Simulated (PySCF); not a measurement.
# CH6BF2OP: NMR shifts at several levels of theory

Aim: compute the NMR shifts of CH6BF2OP (`FC(F)O[BH2-][PH3+]`) at several levels, and see how far they spread and what each costs.

The runs use PySCF 2.14.0, with density-fitted response routines of our own; the level of theory stands in each step. All values are computed, except where a source is named. Atoms count from 0, in the outputs and in this text.

## (1) The molecule as given

12 atoms, charge 0, multiplicity 1; geometry from: PBE0-D3(BJ)/def2-SVP.

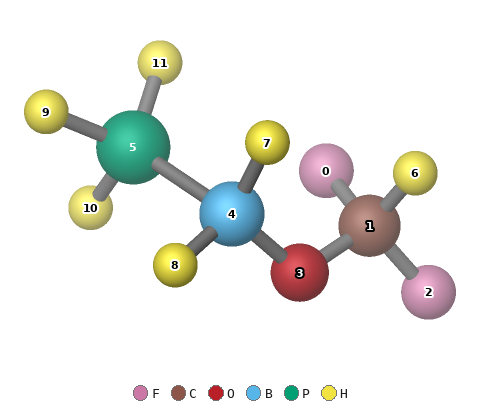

As it starts; fluorine pink, carbon brown, oxygen red, boron blue, phosphorus teal, hydrogen yellow, atoms numbered; sticks join atoms by distance.

## (2) NMR shieldings: PBE0/pcSseg-1

The job: settings as JSON, then the geometry in Å.

```
{"job": {"kind": "nmr", "xc": "PBE0", "basis": "pcSseg-1", "pop": false}, "charge": 0, "multiplicity": 1}
F     -1.161459    -1.253038     0.596403
C     -1.770556    -0.224225    -0.095058
F     -2.823552    -0.762479    -0.716610
O     -0.932207     0.280745    -0.992031
B      0.233180     0.990196    -0.521106
P      1.568015    -0.375213     0.177234
H     -2.120653     0.500619     0.665482
H      0.077180     1.716456     0.454139
H      0.882360     1.476394    -1.428729
H      2.887013     0.123922     0.305708
H      1.799719    -1.513656    -0.630959
H      1.400204    -0.988142     1.441270
```

With the program's defaults for keys left out, this is: GIAO PBE0/pcSseg-1 NMR shielding, non-relativistic, gas phase.

Run with:

```bash
> OMP_NUM_THREADS=1 python probes_run.py task.json out
```

The driver reads the jobs from task.json and runs them one after another.

Output:

```text
coarse grid: 10776 points
cycle   1  E = -682.1213254426  dE =  7.182e-01  |g| = 8.989e-01  |ddm| = 2.845e+00
cycle   2  E = -681.9784536403  dE =  1.429e-01  |g| = 1.311e+00  |ddm| = 1.552e+00
cycle   3  E = -682.2651207050  dE = -2.867e-01  |g| = 9.053e-02  |ddm| = 9.612e-01
cycle   4  E = -682.2660982066  dE = -9.775e-04  |g| = 5.815e-02  |ddm| = 1.004e-01
cycle   5  E = -682.2666180368  dE = -5.198e-04  |g| = 8.745e-03  |ddm| = 4.133e-02
cycle   6  E = -682.2666351028  dE = -1.707e-05  |g| = 2.639e-03  |ddm| = 1.198e-02
cycle   7  E = -682.2666367953  dE = -1.692e-06  |g| = 4.242e-04  |ddm| = 2.600e-03
final grid: 100992 points
cycle   8  E = -682.3245869906  dE = -3.555e-05  |g| = 7.457e-03  |ddm| = 1.902e-02
cycle   9  E = -682.3245813096  dE =  5.681e-06  |g| = 9.738e-03  |ddm| = 9.327e-03
cycle  10  E = -682.3245967994  dE = -1.549e-05  |g| = 7.674e-04  |ddm| = 5.522e-03
cycle  11  E = -682.3245969269  dE = -1.275e-07  |g| = 2.397e-04  |ddm| = 9.858e-04
cycle  12  E = -682.3245969371  dE = -1.020e-08  |g| = 1.105e-04  |ddm| = 3.016e-04
cycle  13  E = -682.3245969389  dE = -1.784e-09  |g| = 1.408e-05  |ddm| = 6.463e-05
cycle  14  E = -682.3245969389  dE = -4.184e-11  |g| = 3.986e-06  |ddm| = 1.735e-05
converged SCF energy = -682.3245969389

GIAO shielding tensors (ppm)
atom      isotropic    diamagn.    paramagn.     s11        s22        s33       span
  0 F      262.112     477.825    -215.713    191.812    239.956    354.567    162.755
  1 C       60.044     236.154    -176.110     39.985     60.785     79.363     39.378
  2 F      268.706     468.706    -200.001    181.320    279.262    345.535    164.215
  3 O      226.751     395.452    -168.701    153.151    246.947    280.156    127.005
  4 B      118.465     187.997     -69.531    102.041    111.585    141.770     39.730
  5 P      474.643     967.983    -493.340    437.129    476.302    510.498     73.369
  6 H       25.328      27.117      -1.790     22.425     23.871     29.687      7.262
  7 H       27.990      29.038      -1.047     23.922     28.377     31.672      7.751
  8 H       27.724      28.564      -0.840     23.906     28.177     31.088      7.182
  9 H       27.572      28.760      -1.187     23.587     24.354     34.776     11.189
 10 H       27.180      29.251      -2.071     23.612     24.641     33.287      9.675
 11 H       27.253      29.565      -2.311     23.161     25.368     33.231     10.070
```

Wall time 21 s (1 thread of Arm Neoverse N1, shared host); peak memory 0.74 GiB.

The references, computed at this level on geometries of the same kind, shield at (ppm): 1H TMS 31.27, 13C TMS 184.4, 19F CFCl3 177.2, 17O H2O 334.6, 31P H3PO4 310.1, 11B BF3·OEt2 100.7. Their shielding less the atom's gives the shift. The references are single molecules in the gas phase, so shifts against H2O, NH3, PH3, H3PO4 or CFCl3 are not on the usual liquid scales and can be off by tens of ppm. Atoms listed in one row are averaged.

| atoms | environment | σ (ppm) | δ (ppm) | δ scaled to CDCl3 |
| --- | --- | --- | --- | --- |
| C1 | sp3 CH bonded to 2 F and O | 60.0 | 124.4 | 120.3 |
| H6 | hydrogen on an sp3 CH bonded to 2 F and O | 25.33 | 5.94 | 5.85 |
| H9, H10, H11 | hydrogen on a phosphorus bonded to B | 27.34 | 3.93 | – |
| H7, H8 | hydrogen on a boron bonded to O, P | 27.86 | 3.41 | – |
| F0, F2 | fluorine of a CF2 group | 265.4 | -88.2 | – |
| O3 | oxygen bonded to C, B | 226.8 | 107.8 | – |
| B4 | boron bonded to O, P, 2 H | 118.5 | -17.7 | – |
| P5 | phosphorus bonded to B, 3 H | 474.6 | -164.5 | – |

The scaled column applies a straight-line fit of computed shieldings to shifts measured in CDCl3, and one for carbons that bear F (root-mean-square error 0.21 ppm for H, 2.0 ppm for C).

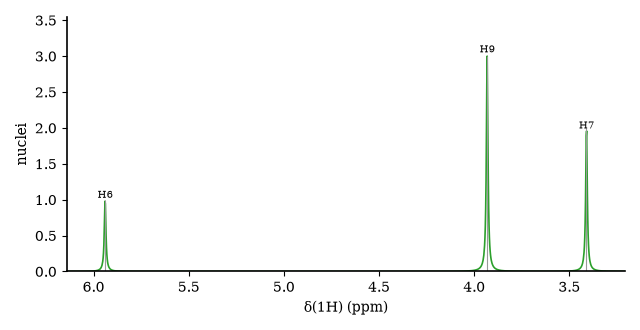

1H lines at the computed shifts, without couplings. Lines are broadened to a width of 0.01 ppm (Lorentzian).

## (3) NMR shieldings: mPW1PW91/pcSseg-1

Same as in step 2 but for these lines:

```diff
@@ -1,2 +1,2 @@
-{"job": {"kind": "nmr", "xc": "PBE0", "basis": "pcSseg-1", "pop": false}, "charge": 0, "multiplicity": 1}
+{"job": {"kind": "nmr", "xc": "mPW1PW91", "basis": "pcSseg-1", "pop": false}, "charge": 0, "multiplicity": 1}
 F     -1.161459    -1.253038     0.596403
```

Level: GIAO mPW1PW91/pcSseg-1 NMR shielding, non-relativistic, gas phase.

Output:

```text
coarse grid: 10776 points
cycle   1  E = -682.5331978168  dE =  7.195e-01  |g| = 9.197e-01  |ddm| = 2.843e+00
cycle   2  E = -682.3839954908  dE =  1.492e-01  |g| = 1.340e+00  |ddm| = 1.567e+00
cycle   3  E = -682.6822661404  dE = -2.983e-01  |g| = 9.096e-02  |ddm| = 9.756e-01
cycle   4  E = -682.6832341321  dE = -9.680e-04  |g| = 5.965e-02  |ddm| = 1.009e-01
cycle   5  E = -682.6837787146  dE = -5.446e-04  |g| = 8.665e-03  |ddm| = 4.172e-02
cycle   6  E = -682.6837957791  dE = -1.706e-05  |g| = 2.641e-03  |ddm| = 1.201e-02
cycle   7  E = -682.6837974721  dE = -1.693e-06  |g| = 4.344e-04  |ddm| = 2.618e-03
final grid: 100992 points
cycle   8  E = -682.7406026964  dE = -3.293e-05  |g| = 5.132e-03  |ddm| = 1.865e-02
cycle   9  E = -682.7406007170  dE =  1.979e-06  |g| = 6.421e-03  |ddm| = 6.516e-03
cycle  10  E = -682.7406073279  dE = -6.611e-06  |g| = 5.592e-04  |ddm| = 3.563e-03
cycle  11  E = -682.7406073864  dE = -5.853e-08  |g| = 1.590e-04  |ddm| = 6.586e-04
cycle  12  E = -682.7406073916  dE = -5.145e-09  |g| = 7.387e-05  |ddm| = 2.327e-04
cycle  13  E = -682.7406073924  dE = -8.472e-10  |g| = 1.406e-05  |ddm| = 5.105e-05
converged SCF energy = -682.7406073924

GIAO shielding tensors (ppm)
atom      isotropic    diamagn.    paramagn.     s11        s22        s33       span
  0 F      262.838     477.970    -215.132    192.085    241.032    355.396    163.311
  1 C       59.323     236.171    -176.848     39.246     60.144     78.578     39.332
  2 F      269.335     468.868    -199.533    181.692    279.888    346.424    164.732
  3 O      226.450     395.591    -169.141    153.393    246.298    279.660    126.267
  4 B      118.141     187.914     -69.773    101.986    111.321    141.115     39.129
  5 P      469.839     968.103    -498.264    432.222    471.446    505.850     73.628
  6 H       25.372      27.164      -1.792     22.487     23.922     29.707      7.220
  7 H       28.076      29.127      -1.051     24.038     28.446     31.743      7.705
  8 H       27.815      28.634      -0.819     24.016     28.259     31.170      7.154
  9 H       27.636      28.807      -1.171     23.676     24.439     34.794     11.118
 10 H       27.245      29.320      -2.075     23.694     24.729     33.312      9.618
 11 H       27.314      29.634      -2.320     23.240     25.457     33.245     10.005
```

Wall time 20 s (1 thread of Arm Neoverse N1, shared host); peak memory 0.74 GiB.

In short: δ C1 124.2, F0 -88.2, O3 106.9, B4 -17.3, H6 5.95, H9 3.92 ppm (means over like atoms).

## (4) Nuclear shieldings: WP04/pcSseg-1

Same as in step 3 but for these lines:

```diff
@@ -1,2 +1,2 @@
-{"job": {"kind": "nmr", "xc": "mPW1PW91", "basis": "pcSseg-1", "pop": false}, "charge": 0, "multiplicity": 1}
+{"job": {"kind": "nmr", "xc": "WP04", "basis": "pcSseg-1", "pop": false}, "charge": 0, "multiplicity": 1}
 F     -1.161459    -1.253038     0.596403
```

Method: GIAO WP04/pcSseg-1 NMR shielding, non-relativistic, gas phase.

Output:

```text
coarse grid: 10776 points
cycle   1  E = -692.6624414321  dE =  7.022e-01  |g| = 1.335e+00  |ddm| = 2.929e+00
cycle   2  E = -692.1543568303  dE =  5.081e-01  |g| = 2.171e+00  |ddm| = 2.500e+00
cycle   3  E = -692.9340611248  dE = -7.797e-01  |g| = 2.065e-01  |ddm| = 1.859e+00
cycle   4  E = -692.9394367997  dE = -5.376e-03  |g| = 1.221e-01  |ddm| = 1.959e-01
cycle   5  E = -692.9415715846  dE = -2.135e-03  |g| = 2.221e-02  |ddm| = 7.567e-02
cycle   6  E = -692.9416744874  dE = -1.029e-04  |g| = 5.285e-03  |ddm| = 2.596e-02
cycle   7  E = -692.9416811208  dE = -6.633e-06  |g| = 1.202e-03  |ddm| = 6.002e-03
final grid: 100992 points
cycle   8  E = -693.0181593471  dE = -5.325e-05  |g| = 6.915e-03  |ddm| = 1.989e-02
cycle   9  E = -693.0181501667  dE =  9.180e-06  |g| = 1.063e-02  |ddm| = 8.202e-03
cycle  10  E = -693.0181669395  dE = -1.677e-05  |g| = 5.019e-04  |ddm| = 4.838e-03
cycle  11  E = -693.0181669778  dE = -3.831e-08  |g| = 2.760e-04  |ddm| = 5.446e-04
cycle  12  E = -693.0181669897  dE = -1.197e-08  |g| = 8.596e-05  |ddm| = 1.919e-04
cycle  13  E = -693.0181669910  dE = -1.238e-09  |g| = 2.153e-05  |ddm| = 8.675e-05
cycle  14  E = -693.0181669911  dE = -1.021e-10  |g| = 6.164e-06  |ddm| = 2.843e-05
converged SCF energy = -693.0181669911

GIAO shielding tensors (ppm)
atom      isotropic    diamagn.    paramagn.     s11        s22        s33       span
  0 F      264.723     481.353    -216.630    185.588    242.555    366.027    180.438
  1 C       45.012     237.921    -192.909     23.171     46.877     64.989     41.818
  2 F      270.085     471.565    -201.480    177.958    277.759    354.537    176.579
  3 O      213.669     397.820    -184.151    147.058    230.364    263.583    116.525
  4 B      109.095     188.961     -79.866     95.507    103.083    128.694     33.187
  5 P      425.133     970.680    -545.547    385.365    424.057    465.977     80.612
  6 H       25.564      27.701      -2.137     22.900     24.206     29.588      6.688
  7 H       28.810      30.444      -1.635     25.164     29.112     32.152      6.988
  8 H       28.599      29.338      -0.739     25.115     28.981     31.702      6.587
  9 H       28.148      29.147      -0.999     24.469     25.186     34.788     10.319
 10 H       27.762      30.030      -2.268     24.409     25.469     33.409      9.000
 11 H       27.806      30.490      -2.684     23.984     26.168     33.267      9.283
```

Wall time 21 s (1 thread of Arm Neoverse N1, shared host); peak memory 0.74 GiB.

In short: δ C1 127.4, F0 -90.4, O3 103.9, B4 -13.4, H6 6.00, H9 3.66 ppm (means over like atoms).

## (5) Shielding tensors: B97-2/pcSseg-1

Same as in step 4 but for these lines:

```diff
@@ -1,2 +1,2 @@
-{"job": {"kind": "nmr", "xc": "WP04", "basis": "pcSseg-1", "pop": false}, "charge": 0, "multiplicity": 1}
+{"job": {"kind": "nmr", "xc": "B97-2", "basis": "pcSseg-1", "pop": false}, "charge": 0, "multiplicity": 1}
 F     -1.161459    -1.253038     0.596403
```

With the program's defaults for keys left out, this is: GIAO B97-2/pcSseg-1 NMR shielding, non-relativistic, gas phase.

Output:

```text
coarse grid: 10776 points
cycle   1  E = -682.5116478577  dE =  7.070e-01  |g| = 9.414e-01  |ddm| = 2.852e+00
cycle   2  E = -682.3364651291  dE =  1.752e-01  |g| = 1.404e+00  |ddm| = 1.670e+00
cycle   3  E = -682.6666488833  dE = -3.302e-01  |g| = 9.617e-02  |ddm| = 1.066e+00
cycle   4  E = -682.6677542695  dE = -1.105e-03  |g| = 6.258e-02  |ddm| = 1.079e-01
cycle   5  E = -682.6683558943  dE = -6.016e-04  |g| = 8.960e-03  |ddm| = 4.439e-02
cycle   6  E = -682.6683750910  dE = -1.920e-05  |g| = 2.761e-03  |ddm| = 1.320e-02
cycle   7  E = -682.6683770069  dE = -1.916e-06  |g| = 4.895e-04  |ddm| = 2.908e-03
final grid: 100992 points
cycle   8  E = -682.7185292294  dE = -4.476e-05  |g| = 1.025e-02  |ddm| = 2.099e-02
cycle   9  E = -682.7185145825  dE =  1.465e-05  |g| = 1.420e-02  |ddm| = 1.187e-02
cycle  10  E = -682.7185432292  dE = -2.865e-05  |g| = 1.143e-03  |ddm| = 7.877e-03
cycle  11  E = -682.7185434861  dE = -2.570e-07  |g| = 3.793e-04  |ddm| = 1.381e-03
cycle  12  E = -682.7185435085  dE = -2.236e-08  |g| = 9.442e-05  |ddm| = 3.230e-04
cycle  13  E = -682.7185435102  dE = -1.707e-09  |g| = 1.768e-05  |ddm| = 7.512e-05
cycle  14  E = -682.7185435103  dE = -5.411e-11  |g| = 3.788e-06  |ddm| = 1.520e-05
converged SCF energy = -682.7185435103

GIAO shielding tensors (ppm)
atom      isotropic    diamagn.    paramagn.     s11        s22        s33       span
  0 F      263.962     478.157    -214.194    193.647    241.870    356.370    162.724
  1 C       60.927     236.472    -175.545     40.766     61.753     80.261     39.494
  2 F      270.441     468.933    -198.492    183.950    279.975    347.397    163.447
  3 O      226.611     395.674    -169.063    155.335    245.795    278.703    123.367
  4 B      118.567     188.039     -69.472    102.785    111.642    141.275     38.490
  5 P      471.606     968.239    -496.633    434.106    473.046    507.666     73.560
  6 H       25.411      27.281      -1.870     22.540     23.955     29.738      7.198
  7 H       28.160      29.304      -1.144     24.157     28.532     31.791      7.634
  8 H       27.912      28.747      -0.835     24.148     28.353     31.236      7.088
  9 H       27.696      28.883      -1.187     23.776     24.544     34.767     10.990
 10 H       27.307      29.423      -2.116     23.787     24.830     33.303      9.516
 11 H       27.368      29.753      -2.386     23.337     25.535     33.231      9.894
```

It took 20 s on 1 thread of Arm Neoverse N1, shared host; peak memory 0.74 GiB.

This run: δ C1 122.8, F0 -89.1, O3 105.0, B4 -16.7, H6 5.96, H9 3.92 ppm (means over like atoms).

## (6) Nuclear shieldings: BHandHLYP/pcSseg-1

Same as in step 5 but for these lines:

```diff
@@ -1,2 +1,2 @@
-{"job": {"kind": "nmr", "xc": "B97-2", "basis": "pcSseg-1", "pop": false}, "charge": 0, "multiplicity": 1}
+{"job": {"kind": "nmr", "xc": "BHandHLYP", "basis": "pcSseg-1", "pop": false}, "charge": 0, "multiplicity": 1}
 F     -1.161459    -1.253038     0.596403
```

Level: GIAO BHandHLYP/pcSseg-1 NMR shielding, non-relativistic, gas phase.

Output:

```text
coarse grid: 10776 points
cycle   1  E = -682.4577995979  dE =  7.745e-01  |g| = 9.116e-01  |ddm| = 2.805e+00
cycle   2  E = -682.4533797702  dE =  4.420e-03  |g| = 9.990e-01  |ddm| = 1.082e+00
cycle   3  E = -682.6110311719  dE = -1.577e-01  |g| = 4.993e-02  |ddm| = 5.643e-01
cycle   4  E = -682.6114294244  dE = -3.983e-04  |g| = 3.461e-02  |ddm| = 6.698e-02
cycle   5  E = -682.6116330050  dE = -2.036e-04  |g| = 7.476e-03  |ddm| = 2.771e-02
cycle   6  E = -682.6116428379  dE = -9.833e-06  |g| = 1.896e-03  |ddm| = 6.686e-03
final grid: 100992 points
cycle   7  E = -682.6493670227  dE = -1.387e-05  |g| = 2.339e-03  |ddm| = 8.996e-03
cycle   8  E = -682.6493674957  dE = -4.730e-07  |g| = 1.955e-03  |ddm| = 3.174e-03
cycle   9  E = -682.6493681367  dE = -6.410e-07  |g| = 2.788e-04  |ddm| = 1.157e-03
cycle  10  E = -682.6493681484  dE = -1.166e-08  |g| = 1.224e-04  |ddm| = 2.860e-04
cycle  11  E = -682.6493681512  dE = -2.869e-09  |g| = 2.341e-05  |ddm| = 1.065e-04
cycle  12  E = -682.6493681513  dE = -1.062e-10  |g| = 1.005e-05  |ddm| = 3.194e-05
converged SCF energy = -682.6493681513

GIAO shielding tensors (ppm)
atom      isotropic    diamagn.    paramagn.     s11        s22        s33       span
  0 F      277.076     478.653    -201.577    205.129    256.901    369.197    164.068
  1 C       63.455     234.230    -170.775     45.686     63.270     81.408     35.722
  2 F      281.704     469.330    -187.625    191.806    293.065    360.242    168.437
  3 O      235.140     396.337    -161.196    163.149    255.342    286.929    123.780
  4 B      119.274     186.102     -66.828    104.983    111.933    140.907     35.924
  5 P      467.407     967.165    -499.758    429.397    465.188    507.637     78.240
  6 H       25.671      27.080      -1.409     22.756     24.160     30.098      7.342
  7 H       28.408      29.263      -0.855     24.475     28.674     32.075      7.600
  8 H       28.121      28.728      -0.607     24.311     28.462     31.591      7.280
  9 H       27.861      28.913      -1.052     23.912     24.613     35.057     11.146
 10 H       27.425      29.404      -1.979     23.843     24.907     33.524      9.681
 11 H       27.514      29.733      -2.220     23.406     25.723     33.411     10.005
```

Run time: 19 s. Hardware: 1 thread of Arm Neoverse N1, shared host; peak memory 0.74 GiB.

This run: δ C1 120.5, F0 -75.1, O3 99.6, B4 -14.7, H6 5.77, H9 3.84 ppm (means over like atoms).

## (7) Shielding tensors: CAM-B3LYP/pcSseg-1

Same as in step 6 but for these lines:

```diff
@@ -1,2 +1,2 @@
-{"job": {"kind": "nmr", "xc": "BHandHLYP", "basis": "pcSseg-1", "pop": false}, "charge": 0, "multiplicity": 1}
+{"job": {"kind": "nmr", "xc": "CAM-B3LYP", "basis": "pcSseg-1", "pop": false}, "charge": 0, "multiplicity": 1}
 F     -1.161459    -1.253038     0.596403
```

With the program's defaults for keys left out, this is: GIAO CAM-B3LYP/pcSseg-1 NMR shielding, non-relativistic, gas phase.

Output:

```text
coarse grid: 10776 points
cycle   1  E = -682.4804364465  dE =  7.887e-01  |g| = 9.838e-01  |ddm| = 2.811e+00
cycle   2  E = -682.4210109065  dE =  5.943e-02  |g| = 1.227e+00  |ddm| = 1.251e+00
cycle   3  E = -682.6533074964  dE = -2.323e-01  |g| = 5.511e-02  |ddm| = 6.811e-01
cycle   4  E = -682.6537079538  dE = -4.005e-04  |g| = 4.175e-02  |ddm| = 7.242e-02
cycle   5  E = -682.6539846312  dE = -2.767e-04  |g| = 9.212e-03  |ddm| = 3.079e-02
cycle   6  E = -682.6539991079  dE = -1.448e-05  |g| = 2.429e-03  |ddm| = 8.411e-03
cycle   7  E = -682.6540003055  dE = -1.198e-06  |g| = 3.978e-04  |ddm| = 2.420e-03
final grid: 100992 points
cycle   8  E = -682.7122892212  dE = -2.330e-05  |g| = 4.194e-03  |ddm| = 1.023e-02
cycle   9  E = -682.7122883048  dE =  9.164e-07  |g| = 5.109e-03  |ddm| = 4.761e-03
cycle  10  E = -682.7122918251  dE = -3.520e-06  |g| = 2.622e-04  |ddm| = 2.315e-03
cycle  11  E = -682.7122918347  dE = -9.618e-09  |g| = 1.984e-04  |ddm| = 4.209e-04
cycle  12  E = -682.7122918412  dE = -6.515e-09  |g| = 4.157e-05  |ddm| = 1.288e-04
cycle  13  E = -682.7122918415  dE = -3.308e-10  |g| = 8.368e-06  |ddm| = 5.186e-05
converged SCF energy = -682.7122918415

GIAO shielding tensors (ppm)
atom      isotropic    diamagn.    paramagn.     s11        s22        s33       span
  0 F      263.693     478.892    -215.200    192.189    240.623    358.265    166.076
  1 C       55.855     235.548    -179.693     35.821     56.448     75.295     39.474
  2 F      269.314     469.399    -200.085    179.677    281.139    347.126    167.449
  3 O      226.795     396.771    -169.976    152.478    247.652    280.256    127.778
  4 B      116.250     187.191     -70.941    100.614    109.246    138.889     38.276
  5 P      461.151     967.796    -506.645    422.433    460.628    500.392     77.959
  6 H       25.379      27.313      -1.934     22.501     23.940     29.697      7.196
  7 H       28.147      29.325      -1.178     24.161     28.544     31.735      7.574
  8 H       27.881      28.648      -0.767     24.108     28.339     31.195      7.086
  9 H       27.723      28.827      -1.104     23.802     24.535     34.832     11.030
 10 H       27.321      29.377      -2.056     23.799     24.841     33.323      9.523
 11 H       27.405      29.741      -2.336     23.344     25.613     33.259      9.916
```

Wall time 26 s (1 thread of Arm Neoverse N1, shared host); peak memory 0.74 GiB.

Key values: δ C1 126.6, F0 -77.4, O3 111.8, B4 -16.9, H6 5.95, H9 3.84 ppm (means over like atoms).

[end of part 1 of 2]
